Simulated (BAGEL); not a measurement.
# HBS (hydrogen boron sulfide) at 4 levels

Wanted: a comparison of 4 runs (HF/6-31G*, HF/def2-TZVPPD, NEVPT2(10,9)/6-31G*, CASPT2(10,9)/def2-TZVPPD) of HBS (hydrogen boron sulfide). 

The calculation is run with BAGEL 1.2.2.

3 further runs of the same task are left out: 3 set aside as unsound or not needed.

## (1) Starting point

HBS has 3 atoms, charge 0, and is taken as a singlet. SMILES: `B=S`. One bond was lengthened or shortened from a relaxed shape.

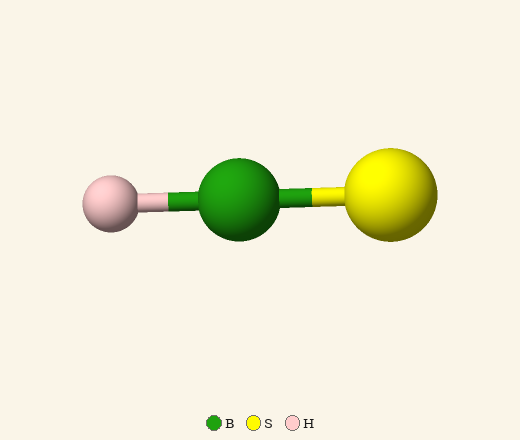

The structure, seen from a chosen angle (boron green, sulfur yellow, hydrogen pink).

## (2) A single-point energy at HF/6-31G(d) (density fitting with cc-pvqz-jkfit, spherical functions) (run 1)

Input file input.json:

```json
{ "bagel" : [

{
  "title" : "molecule",
  "basis" : "6-31gs.json",
  "df_basis" : "cc-pvqz-jkfit",
  "angstrom" : "true",
  "geometry" : [
    { "atom" : "B", "xyz" : [       0.009618,       0.003218,      -0.033820 ] },
    { "atom" : "S", "xyz" : [       0.447448,       0.165418,      -1.561860 ] },
    { "atom" : "H", "xyz" : [      -0.360510,      -0.133080,       1.258530 ] }
  ]
},

{
  "title" : "hf"
},

{
  "title" : "print",
  "file" : "orbitals.molden",
  "orbitals" : "true"
}

]}
```

The basis set 6-31G* is read from a file made from the Basis Set Exchange's data (not shown).

Launch:

```bash
$ BAGEL_NUM_THREADS=1 BAGEL input.json > input.out
```

Log:

```text
* using 1 threads per process

  ===============================================================
  ===============================================================

  *** Geometry ***

  { "atom" : "B", "xyz" : [      0.018175,      0.006081,     -0.063911 ] },
  { "atom" : "S", "xyz" : [      0.845554,      0.312595,     -2.951488 ] },
  { "atom" : "H", "xyz" : [     -0.681265,     -0.251485,      2.378277 ] },

  Number of auxiliary basis functions:      305

  Since a DF basis is specified, we compute 2- and 3-index integrals:
    o Being stored without compression. Storage requirement is 0.003 GB

  Number of basis functions:       34
  Number of electrons      :       22

    * METHOD: MOLECULE                             0.05

  *** RHF ***

  === Nuclear Repulsion ===
    31.3248548101

      * DIIS with orbital gradients will be used.

  === RHF iteration (6-31gs.json) ===
      0       -422.74376771          0.01412887           0.01
      1       -422.77016803          0.00635609           0.01
      2       -422.77540993          0.00247942           0.01
      3       -422.77633987          0.00028732           0.01
      4       -422.77636002          0.00009304           0.01
      5       -422.77636249          0.00002272           0.01
      6       -422.77636266          0.00000482           0.01
      7       -422.77636266          0.00000121           0.01
      8       -422.77636267          0.00000055           0.01
      9       -422.77636267          0.00000011           0.01
     10       -422.77636267          0.00000002           0.01
     11       -422.77636267          0.00000000           0.01
    * SCF iteration converged.

    * Permanent dipole moment:
           (    0.224953,     0.083369,    -0.785068) a.u.

    * METHOD: HF                                   0.11

    * METHOD: PRINT                                0.00

  ===============================================================
```

Run time: 0.32 s. Hardware: 1 thread of Arm Neoverse V2, shared host.

## (3) The energy at HF/def2-TZVPPD (density fitting with cc-pvqz-jkfit) (run 2)

Changes to input.json since step 2:

```diff
@@ -4,5 +4,5 @@
   "title" : "molecule",
-  "basis" : "6-31gs.json",
+  "basis" : "def2-tzvppd.json",
   "df_basis" : "cc-pvqz-jkfit",
-  "angstrom" : "true",
+  "angstrom" : true,
   "geometry" : [
@@ -21,3 +21,3 @@
   "file" : "orbitals.molden",
-  "orbitals" : "true"
+  "orbitals" : true
 }
```

The basis set def2-TZVPPD is read from a file made from the Basis Set Exchange's data (not shown).

Launch:

```bash
$ BAGEL_NUM_THREADS=1 BAGEL input.json > input.out
```

Log:

```text
* using 1 threads per process

  ===============================================================
  ===============================================================

  *** Geometry ***

  { "atom" : "B", "xyz" : [      0.018175,      0.006081,     -0.063911 ] },
  { "atom" : "S", "xyz" : [      0.845554,      0.312595,     -2.951488 ] },
  { "atom" : "H", "xyz" : [     -0.681265,     -0.251485,      2.378277 ] },

  Number of auxiliary basis functions:      305

  Since a DF basis is specified, we compute 2- and 3-index integrals:
    o Being stored without compression. Storage requirement is 0.027 GB

  Number of basis functions:      105
  Number of electrons      :       22

    * METHOD: MOLECULE                             0.09

  *** RHF ***

  === Nuclear Repulsion ===
    31.3248548101

      * DIIS with orbital gradients will be used.

  === RHF iteration (def2-tzvppd.json) ===
      0       -422.74815225          0.01219525           0.03
      1       -422.79637583          0.00739208           0.03
      2       -422.81564242          0.00150445           0.03
      3       -422.81670781          0.00032857           0.03
      4       -422.81675449          0.00006621           0.03
      5       -422.81675825          0.00002226           0.03
      6       -422.81675875          0.00000476           0.03
      7       -422.81675877          0.00000088           0.03
      8       -422.81675878          0.00000022           0.03
      9       -422.81675878          0.00000011           0.03
     10       -422.81675878          0.00000003           0.03
     11       -422.81675878          0.00000001           0.03
    * SCF iteration converged.

    * Permanent dipole moment:
           (    0.206011,     0.076302,    -0.718998) a.u.

    * METHOD: HF                                   0.40

    * METHOD: PRINT                                0.02

  ===============================================================
```

Run time: 0.68 s. Hardware: 1 thread of Arm Neoverse V2, shared host.

Run 3 isn't shown in full; the table further down has it.

## (4) The energy at CASPT2(10,9)/def2-TZVPPD (density fitting with cc-pvqz-jkfit) (run 4)

Input file caspt2.json:

```json
{ "bagel" : [

{
  "title" : "molecule",
  "basis" : "def2-tzvppd.json",
  "df_basis" : "cc-pvqz-jkfit",
  "angstrom" : true,
  "geometry" : [
    { "atom" : "B", "xyz" : [       0.009618,       0.003218,      -0.033820 ] },
    { "atom" : "S", "xyz" : [       0.447448,       0.165418,      -1.561860 ] },
    { "atom" : "H", "xyz" : [      -0.360510,      -0.133080,       1.258530 ] }
  ]
},

{
  "title" : "hf"
},

{
  "title" : "casscf",
  "nstate" : 1,
  "nact" : 9,
  "nclosed" : 6,
  "maxiter" : 200,
  "natocc" : true
},

{
  "title" : "print",
  "file" : "orbitals.molden",
  "orbitals" : true
},

{
  "title" : "smith",
  "method" : "caspt2",
  "ms" : true,
  "xms" : true,
  "sssr" : true,
  "shift" : 0.0,
  "ncore" : 6
}

]}
```

The basis set def2-TZVPPD is read from a file made from the Basis Set Exchange's data (not shown).

Launch:

```bash
$ BAGEL_NUM_THREADS=1 BAGEL caspt2.json > caspt2.out
```

Log:

```text
* using 1 threads per process

  ===============================================================
  ===============================================================

  *** Geometry ***

  { "atom" : "B", "xyz" : [      0.018175,      0.006081,     -0.063911 ] },
  { "atom" : "S", "xyz" : [      0.845554,      0.312595,     -2.951488 ] },
  { "atom" : "H", "xyz" : [     -0.681265,     -0.251485,      2.378277 ] },

  Number of auxiliary basis functions:      305

  Since a DF basis is specified, we compute 2- and 3-index integrals:
    o Being stored without compression. Storage requirement is 0.027 GB

  Number of basis functions:      105
  Number of electrons      :       22

    * METHOD: MOLECULE                             0.09

  *** RHF ***

  === Nuclear Repulsion ===
    31.3248548101

      * DIIS with orbital gradients will be used.

  === RHF iteration (def2-tzvppd.json) ===
      0       -422.74815225          0.01219525           0.03
      1       -422.79637583          0.00739208           0.03
      2       -422.81564242          0.00150445           0.03
[... 8 lines of this table left out ...]
     11       -422.81675878          0.00000001           0.03
    * SCF iteration converged.

    * Permanent dipole moment:
           (    0.206011,     0.076302,    -0.718998) a.u.

    * METHOD: HF                                   0.41

  ---------------------------
      CASSCF calculation
  ---------------------------

    * nstate   :      1
    * nclosed  :      6
    * nact     :      9
    * nvirt    :     90
  === CASSCF iteration (def2-tzvppd.json) ===

    * Using the second-order algorithm

      0  0      -422.82147722     7.51e-04      0.18

      1  0      -422.85695691     1.88e-03      0.35
[... 39 lines of this table left out ...]
     21  0      -422.91459543     7.13e-09      0.33

    * Second-order optimization converged. *

     guess   0:   closed 11111....            open .........

  === FCI iteration ===

      0  0      -422.81414606     2.98e-03      0.01
      1  0      -422.89935136     1.33e-03      0.01
      2  0      -422.91250555     5.21e-04      0.01
[... 13 lines of this table left out ...]
     16  0 *    -422.91459543     4.78e-11      0.01

     * ci vector, state   0, <S^2> = -0.0000
       22222....     0.9611388794
       2222.2...    -0.0959502092
       222.2.2..    -0.0959501728
       2.222..2.    -0.0809950735
       222abab..    -0.0649067326
       222baba..    -0.0649067326

    * METHOD: CASSCF                               8.10

    * METHOD: PRINT                                0.02

  === SMITH program ===

    * freezing 6 orbitals

    * Approximate memory requirement for SMITH calulation per MPI process:
      o Storage requirement for T-amplitude, lambda, and residual is 0.01 GB
      o Storage requirement for MO integrals is 0.01 GB
    * Calculating and saving rdm4f

    * Zeroth order energy : state  0       -5.6154967480

    * CASPT2 iteration is performed using redundant basis

      ---- iteration ----

        0    -0.17706152     0.00466029      0.27
        1    -0.17824986     0.00046996      0.27
        2    -0.17826911     0.00005207      0.28
        3    -0.17826927     0.00000634      0.28
        4    -0.17826928     0.00000082      0.28

      -------------------

    * CASPT2 energy : state  0     -423.0928647092
        reference weight              0.9326703141

    * METHOD: SMITH                                4.94

  ===============================================================
```

Wall time 14 s (1 thread of Arm Neoverse V2, shared host); peak memory 1.3 GiB.

## (5) Overview of the runs

| run | level | iteration cap | active rule | energy (Eh) | wall time |
| --- | --- | --- | --- | --- | --- |
| 1 | HF/6-31G* (density fitting with cc-pvqz-jkfit, spherical functions) | – | – | -422.776363 | 0.32 s |
| 2 | HF/def2-TZVPPD (density fitting with cc-pvqz-jkfit) | – | – | -422.816759 | 0.68 s |
| 3 | NEVPT2(10,9)/6-31G* (density fitting with cc-pvqz-jkfit, spherical functions) | 200 | valence | -422.976933 | 31 s |
| 4 | CASPT2(10,9)/def2-TZVPPD (density fitting with cc-pvqz-jkfit) | 200 | valence | -423.092865 | 14 s |

## (6) Results

| quantity | value |
| --- | --- |
| run 4: total energy | -423.09286 Eh |

All runs together took 46 s, the longest 31 s.
